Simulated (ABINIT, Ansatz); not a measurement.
# SrLiCl3 (Pm-3m): zone-centre phonons, part 2 of 2

Which modes does SrLiCl3 (Pm-3m) have at the zone centre?

ABINIT 10.8.3; DFT LDA, scalar-relativistic, plane waves, PseudoDojo norm-conserving pseudopotentials.

So far. Step 5 (Zone-centre response): The acoustic modes at Γ come out as far as 0.6 cm⁻¹ from zero, where they should vanish, a small numerical error; the Born charges miss their sum rule by 0.017 e, which is good. The lowest optical mode is imaginary, 176i cm⁻¹, an instability at this level and on this k mesh. The relaxed cell has a = 5.477 Å (conventional setting).

The structure was built from a prototype and need not be the compound's stable phase.

### Step 6. Zone-centre analysis

anaddb reads the merged derivatives, imposes the acoustic sum rule and charge neutrality, and adds the LO-TO term along chosen directions.

anaddb.abi reads:

```
ddb_filepath "gamma_DDB"
output_file "anaddb.abo"
outdata_prefix "anaddb"
asr 1
chneut 1
enunit 2
eivec 1
nph1l 1
qph1l 0.0 0.0 0.0 1.0
dieflag 2
nph2l 3
qph2l 
    1.0 0.0 0.0 0.0
    0.0 0.0 1.0 0.0
    1.0 1.0 1.0 0.0
```

mrgddb.in reads:

```
gamma_DDB
merged
2
dfpt_gammao_DS2_DDB
gso_DDB
```

Launch:

```sh
$ mrgddb < mrgddb.in > mrgddb.log
$ OMP_NUM_THREADS=1 anaddb anaddb.abi > anaddb.log
```

anaddb.abo, the main output file:

```text
[banners, grids, parts of the stress and lines that vanish by symmetry left out]
-outvars_anaddb: echo values of input variables ----------------------

 Flags :
[...]
Dielectric Tensor and Effective Charges
[...]
Effective charge tensors after
[...]
Phonon wavevector (reduced coordinates) :  0.00000  0.00000  0.00000
 Phonon energies in Hartree :
[...]
Phonon energies in meV     :
- -2.178732E+01 -2.178732E+01 -2.178732E+01 -7.258560E+00 -7.258560E+00
- -7.258560E+00  0.000000E+00  0.000000E+00  0.000000E+00  9.511753E+00
-  9.511753E+00  9.511753E+00  3.470620E+01  3.470620E+01  3.470620E+01
 Phonon frequencies in cm-1    :
- -1.757266E+02 -1.757266E+02 -1.757266E+02 -5.854423E+01 -5.854423E+01
- -5.854423E+01  0.000000E+00  0.000000E+00  0.000000E+00  7.671746E+01
-  7.671746E+01  7.671746E+01  2.799244E+02  2.799244E+02  2.799244E+02
 Phonon frequencies in Thz     :
- -5.268151E+00 -5.268151E+00 -5.268151E+00 -1.755112E+00 -1.755112E+00
- -1.755112E+00  0.000000E+00  0.000000E+00  0.000000E+00  2.299932E+00
-  2.299932E+00  2.299932E+00  8.391923E+00  8.391923E+00  8.391923E+00
 Phonon energies in Kelvin  :
- -2.528314E+02 -2.528314E+02 -2.528314E+02 -8.423209E+01 -8.423209E+01
- -8.423209E+01  0.000000E+00  0.000000E+00  0.000000E+00  1.103793E+02
-  1.103793E+02  1.103793E+02  4.027488E+02  4.027488E+02  4.027488E+02
[...]
-  1  0.00000000E+00 -1.24459906E-07 -8.26448040E-03
-     0.00000000E+00  0.00000000E+00  0.00000000E+00
-  2  0.00000000E+00  0.00000000E+00 -1.30196193E-04
-     0.00000000E+00  0.00000000E+00  0.00000000E+00
-  3  0.00000000E+00  0.00000000E+00 -8.60422008E-05
-     0.00000000E+00  0.00000000E+00  0.00000000E+00
-  4  0.00000000E+00  0.00000000E+00  1.01292768E-03
-     0.00000000E+00  0.00000000E+00  0.00000000E+00
-  5  0.00000000E+00  0.00000000E+00  1.01292768E-03
-     0.00000000E+00  0.00000000E+00  0.00000000E+00
[...]
-  1  0.00000000E+00 -8.26448040E-03  1.24459908E-07
-     0.00000000E+00  0.00000000E+00  0.00000000E+00
-  2  0.00000000E+00 -1.30196193E-04  0.00000000E+00
-     0.00000000E+00  0.00000000E+00  0.00000000E+00
-  3  0.00000000E+00  1.01292768E-03  0.00000000E+00
-     0.00000000E+00  0.00000000E+00  0.00000000E+00
-  4  0.00000000E+00 -8.60422008E-05  0.00000000E+00
-     0.00000000E+00  0.00000000E+00  0.00000000E+00
-  5  0.00000000E+00  1.01292768E-03  0.00000000E+00
-     0.00000000E+00  0.00000000E+00  0.00000000E+00
[...]
-  1  8.26448040E-03  0.00000000E+00  0.00000000E+00
-     0.00000000E+00  0.00000000E+00  0.00000000E+00
-  2  1.30196193E-04  0.00000000E+00  0.00000000E+00
-     0.00000000E+00  0.00000000E+00  0.00000000E+00
-  3 -1.01292768E-03  0.00000000E+00  0.00000000E+00
-     0.00000000E+00  0.00000000E+00  0.00000000E+00
-  4 -1.01292768E-03  0.00000000E+00  0.00000000E+00
-     0.00000000E+00  0.00000000E+00  0.00000000E+00
[...]
Phonon at Gamma, with non-analyticity in the
[...]
Phonon energies in Hartree :
[...]
Phonon energies in meV     :
- -2.178732E+01 -2.178732E+01 -7.258560E+00 -7.258560E+00 -7.258560E+00
- -6.146071E+00  0.000000E+00  0.000000E+00  0.000000E+00  9.511753E+00
[...]
Phonon frequencies in cm-1    :
[...]
Phonon frequencies in Thz     :
[...]
Phonon energies in Kelvin  :
[...]
- -7.132219E+01  0.000000E+00  0.000000E+00  0.000000E+00  1.103793E+02
-  1.103793E+02  1.181263E+02  4.027488E+02  4.027488E+02  4.649945E+02
[...]
-  5  0.00000000E+00  0.00000000E+00  2.78150787E-03
-     0.00000000E+00  0.00000000E+00  0.00000000E+00
[...]
-  1  0.00000000E+00  0.00000000E+00  0.00000000E+00
-     0.00000000E+00  0.00000000E+00  0.00000000E+00
-  2  0.00000000E+00  0.00000000E+00  0.00000000E+00
-     0.00000000E+00  0.00000000E+00  0.00000000E+00
-  3  0.00000000E+00  2.78150787E-03  0.00000000E+00
-     0.00000000E+00  0.00000000E+00  0.00000000E+00
-  4  0.00000000E+00  0.00000000E+00  0.00000000E+00
-     0.00000000E+00  0.00000000E+00  0.00000000E+00
-  5  0.00000000E+00 -2.78150787E-03  0.00000000E+00
-     0.00000000E+00  0.00000000E+00  0.00000000E+00
[...]
Phonon at Gamma, with non-analyticity in the
[...]
Phonon energies in Hartree :
[...]
Phonon energies in meV     :
- -2.178732E+01 -2.178732E+01 -7.258560E+00 -7.258560E+00 -7.258560E+00
- -6.146071E+00  0.000000E+00  0.000000E+00  0.000000E+00  9.511753E+00
-  9.511753E+00  1.017933E+01  3.470620E+01  3.470620E+01  4.007013E+01
 Phonon frequencies in cm-1    :
- -1.757266E+02 -1.757266E+02 -5.854423E+01 -5.854423E+01 -5.854423E+01
[...]
Phonon frequencies in Thz     :
[...]
Phonon energies in Kelvin  :
[...]
Phonon at Gamma, with non-analyticity in the
[...]
Phonon energies in Hartree :
[...]
Phonon energies in meV     :
[...]
Phonon frequencies in cm-1    :
[...]
Phonon frequencies in Thz     :
[...]
Phonon energies in Kelvin  :
[...]
- -7.132219E+01  0.000000E+00  0.000000E+00  0.000000E+00  1.103793E+02
-  1.103793E+02  1.181263E+02  4.027488E+02  4.027488E+02  4.649945E+02
[...]
-  4  1.50963344E-04  1.72817646E-03 -5.66594562E-05
-     0.00000000E+00  0.00000000E+00  0.00000000E+00
-  5 -2.76649567E-03 -9.43038881E-05 -5.66594562E-05
-     0.00000000E+00  0.00000000E+00  0.00000000E+00
[...]
;  5 -1.87933819E-03 -8.00268731E-05 -8.00268731E-05
;     0.00000000E+00  0.00000000E+00  0.00000000E+00
-
```

Elapsed: 0.72 s, on 1 thread of Intel Xeon Platinum 8375C at 2.90GHz (Ice Lake), shared host.

Numbers from this step:

```yaml
highest_mode_moved_by_the_lo_to_term: 323.2 cm⁻¹
```

No LO-TO term; unit eigenvectors of the mass-weighted matrix, from anaddb's displacements. Modes at Γ, with each element's share of the kinetic energy (negative means imaginary):

```
mode  frequency (cm⁻¹)  symmetry  Li %  Sr %  Cl %
   1            -175.7       T1u    86     0    13
   2            -175.7       T1u    86     0    13
   3            -175.7       T1u    86     0    13
   4             -58.5       T2u     0     0   100
   5             -58.5       T2u     0     0   100
   6             -58.5       T2u     0     0   100
   7               0.0  acoustic     3    44    53
   8               0.0  acoustic     3    44    53
   9               0.0  acoustic     3    44    53
  10              76.7       T1u    10    32    58
  11              76.7       T1u    10    32    58
  12              76.7       T1u    10    32    58
  13             279.9       T1u     0    24    76
  14             279.9       T1u     0    24    76
  15             279.9       T1u     0    24    76
```

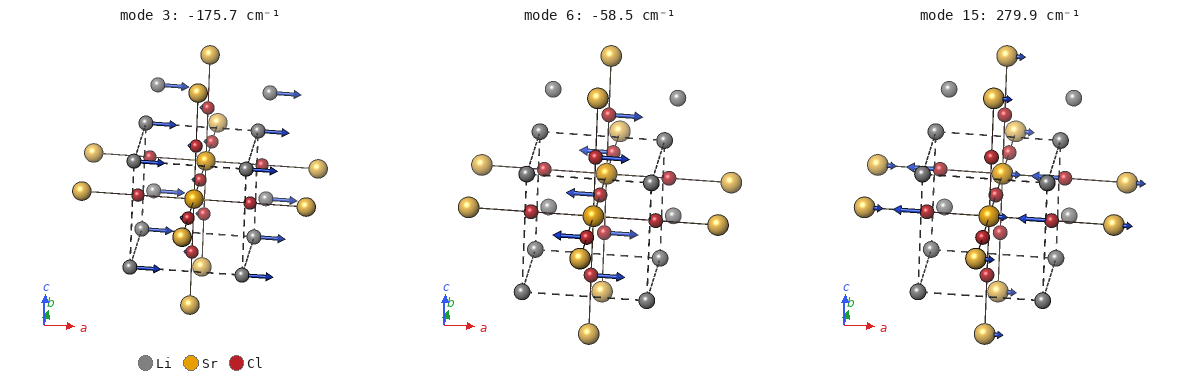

Displacement patterns of modes 3, 6 and 15 at Γ; arrows are exaggerated. 1×2×1 cells are drawn. Some periodic images of atoms are drawn too.

With imaginary modes the relaxed-ion tensors have no meaning and are not tabulated.

The rule moves no optical mode by more than 0.1 cm⁻¹.

### Step 7. Sum rules set otherwise (asr 0)

Without the rule the raw error of the acoustic modes shows.

Edit anaddb.abi of step 6 so:

```diff
@@ -3,4 +3,4 @@
 outdata_prefix "anaddb"
-asr 1
-chneut 1
+asr 0
+chneut 0
 enunit 2
```

mrgddb.in is that of step 6.

anaddb.abo, the main output file:

```text
[banners, grids, parts of the stress and lines that vanish by symmetry left out]
-outvars_anaddb: echo values of input variables ----------------------

 Flags :
[...]
Dielectric Tensor and Effective Charges
[...]
Effective charge tensors after
[...]
Phonon wavevector (reduced coordinates) :  0.00000  0.00000  0.00000
 Phonon energies in Hartree :
[...]
Phonon energies in meV     :
- -2.178729E+01 -2.178729E+01 -2.178729E+01 -7.257947E+00 -7.257947E+00
- -7.257947E+00  6.800827E-02  6.800830E-02  6.800837E-02  9.512020E+00
-  9.512020E+00  9.512020E+00  3.470630E+01  3.470630E+01  3.470630E+01
 Phonon frequencies in cm-1    :
- -1.757263E+02 -1.757263E+02 -1.757263E+02 -5.853929E+01 -5.853929E+01
- -5.853929E+01  5.485237E-01  5.485239E-01  5.485245E-01  7.671962E+01
-  7.671962E+01  7.671962E+01  2.799252E+02  2.799252E+02  2.799252E+02
 Phonon frequencies in Thz     :
- -5.268143E+00 -5.268143E+00 -5.268143E+00 -1.754964E+00 -1.754964E+00
- -1.754964E+00  1.644433E-02  1.644433E-02  1.644435E-02  2.299996E+00
-  2.299996E+00  2.299996E+00  8.391947E+00  8.391947E+00  8.391947E+00
 Phonon energies in Kelvin  :
- -2.528310E+02 -2.528310E+02 -2.528310E+02 -8.422497E+01 -8.422497E+01
- -8.422497E+01  7.892032E-01  7.892035E-01  7.892044E-01  1.103824E+02
-  1.103824E+02  1.103824E+02  4.027499E+02  4.027499E+02  4.027499E+02
[...]
-  1  0.00000000E+00  0.00000000E+00  8.26449789E-03
-     0.00000000E+00  0.00000000E+00  0.00000000E+00
-  2  0.00000000E+00  0.00000000E+00  1.30197041E-04
-     0.00000000E+00  0.00000000E+00  0.00000000E+00
-  3  0.00000000E+00  0.00000000E+00  8.60436190E-05
-     0.00000000E+00  0.00000000E+00  0.00000000E+00
-  4  0.00000000E+00  0.00000000E+00 -1.01291352E-03
-     0.00000000E+00  0.00000000E+00  0.00000000E+00
-  5  0.00000000E+00  0.00000000E+00 -1.01291352E-03
-     0.00000000E+00  0.00000000E+00  0.00000000E+00
[...]
-  1  0.00000000E+00  8.26449789E-03  0.00000000E+00
-     0.00000000E+00  0.00000000E+00  0.00000000E+00
-  2  0.00000000E+00  1.30197041E-04  0.00000000E+00
-     0.00000000E+00  0.00000000E+00  0.00000000E+00
-  3  0.00000000E+00 -1.01291352E-03  0.00000000E+00
-     0.00000000E+00  0.00000000E+00  0.00000000E+00
-  4  0.00000000E+00  8.60436189E-05  0.00000000E+00
-     0.00000000E+00  0.00000000E+00  0.00000000E+00
-  5  0.00000000E+00 -1.01291352E-03  0.00000000E+00
-     0.00000000E+00  0.00000000E+00  0.00000000E+00
[...]
-  1  8.26449789E-03  0.00000000E+00  0.00000000E+00
-     0.00000000E+00  0.00000000E+00  0.00000000E+00
-  2  1.30197041E-04  0.00000000E+00  0.00000000E+00
-     0.00000000E+00  0.00000000E+00  0.00000000E+00
-  3 -1.01291352E-03  0.00000000E+00  0.00000000E+00
-     0.00000000E+00  0.00000000E+00  0.00000000E+00
-  4 -1.01291352E-03  0.00000000E+00  0.00000000E+00
-     0.00000000E+00  0.00000000E+00  0.00000000E+00
[...]
Phonon at Gamma, with non-analyticity in the
[...]
Phonon energies in Hartree :
[...]
Phonon energies in meV     :
- -2.178729E+01 -2.178729E+01 -7.257947E+00 -7.257947E+00 -7.257947E+00
- -6.010219E+00  6.800827E-02  6.800830E-02  1.685872E-01  9.512020E+00
[...]
Phonon frequencies in cm-1    :
[...]
Phonon frequencies in Thz     :
[...]
Phonon energies in Kelvin  :
[...]
- -6.974569E+01  7.892032E-01  7.892035E-01  1.956373E+00  1.103824E+02
-  1.103824E+02  1.180220E+02  4.027499E+02  4.027499E+02  4.649924E+02
[...]
-  5  0.00000000E+00  0.00000000E+00 -2.78150787E-03
-     0.00000000E+00  0.00000000E+00  0.00000000E+00
[...]
-  1  0.00000000E+00  0.00000000E+00  0.00000000E+00
-     0.00000000E+00  0.00000000E+00  0.00000000E+00
-  2  0.00000000E+00  0.00000000E+00  0.00000000E+00
-     0.00000000E+00  0.00000000E+00  0.00000000E+00
-  3  0.00000000E+00  2.78150787E-03  0.00000000E+00
-     0.00000000E+00  0.00000000E+00  0.00000000E+00
-  4  0.00000000E+00  0.00000000E+00  0.00000000E+00
-     0.00000000E+00  0.00000000E+00  0.00000000E+00
-  5  0.00000000E+00 -2.78150787E-03  0.00000000E+00
-     0.00000000E+00  0.00000000E+00  0.00000000E+00
[...]
Phonon at Gamma, with non-analyticity in the
[...]
Phonon energies in Hartree :
[...]
Phonon energies in meV     :
- -2.178729E+01 -2.178729E+01 -7.257947E+00 -7.257947E+00 -7.257947E+00
- -6.010219E+00  6.800830E-02  6.800837E-02  1.685872E-01  9.512020E+00
-  9.512020E+00  1.017035E+01  3.470630E+01  3.470630E+01  4.006994E+01
 Phonon frequencies in cm-1    :
- -1.757263E+02 -1.757263E+02 -5.853929E+01 -5.853929E+01 -5.853929E+01
[...]
Phonon frequencies in Thz     :
[...]
Phonon energies in Kelvin  :
[...]
Phonon at Gamma, with non-analyticity in the
[...]
Phonon energies in Hartree :
[...]
Phonon energies in meV     :
[...]
Phonon frequencies in cm-1    :
[...]
Phonon frequencies in Thz     :
[...]
Phonon energies in Kelvin  :
[...]
- -6.974569E+01  7.892034E-01  7.892041E-01  1.956373E+00  1.103824E+02
-  1.103824E+02  1.180220E+02  4.027499E+02  4.027499E+02  4.649924E+02
[...]
-  4  1.50963266E-04  1.72823418E-03 -5.66561179E-05
-     0.00000000E+00  0.00000000E+00  0.00000000E+00
-  5 -2.76649100E-03 -9.43071483E-05 -5.66561179E-05
-     0.00000000E+00  0.00000000E+00  0.00000000E+00
[...]
;  5 -1.87857315E-03 -7.92006006E-05 -7.92006006E-05
;     0.00000000E+00  0.00000000E+00  0.00000000E+00
-
```

It took 0.75 s on 1 thread.

Zone-centre frequencies as printed; negative means imaginary. Modes:

```
mode  frequency (cm⁻¹)
   1            -175.7
   2            -175.7
   3            -175.7
   4            -58.54
   5            -58.54
   6            -58.54
   7              0.55
   8              0.55
   9              0.55
  10             76.72
  11             76.72
  12             76.72
  13             279.9
  14             279.9
  15             279.9
```

With imaginary modes the relaxed-ion tensors have no meaning and are not tabulated.

### Step 8. Outcome

```
space group after relaxation                                           : Pm-3m
volume per atom                                                        : 32.9 Å³
highest optical zone-centre mode (no LO-TO term)                       : 279.9 cm⁻¹
lowest optical zone-centre mode                                        : -175.7 cm⁻¹
highest mode moved by the LO-TO term                                   : 323.2 cm⁻¹
mean high-frequency dielectric constant                                : 2.53
largest Born charge in size (third of the trace)                       : 2.36 e
imaginary optical modes at the zone centre (no q mesh in this session) : yes
```

What this shows: At the LDA level the optical modes of SrLiCl3 (Pm-3m) at the zone centre (no LO-TO term) run from 176i to 280 cm⁻¹, so the structure is a saddle point, with 6 modes beyond 10i cm⁻¹ there. Along the directions run, the highest mode that the macroscopic field moves lies at 323 cm⁻¹. These are harmonic frequencies at zero temperature: anharmonic shifts and linewidths and thermal expansion are left out. The structure is a hypothetical one, built on a prototype.

[Host names and launcher messages were left out of these logs when they were recorded.]

[Logs are printed without paths, hosts, clocks, repeated set-up lines and the standing remarks that a program may print on its own settings, such as how far it seeks lower states.]

[Hosts, paths, dates, database ids (printed as entryN), source tags and the programs' standing remarks are cut or masked in the printed files.]
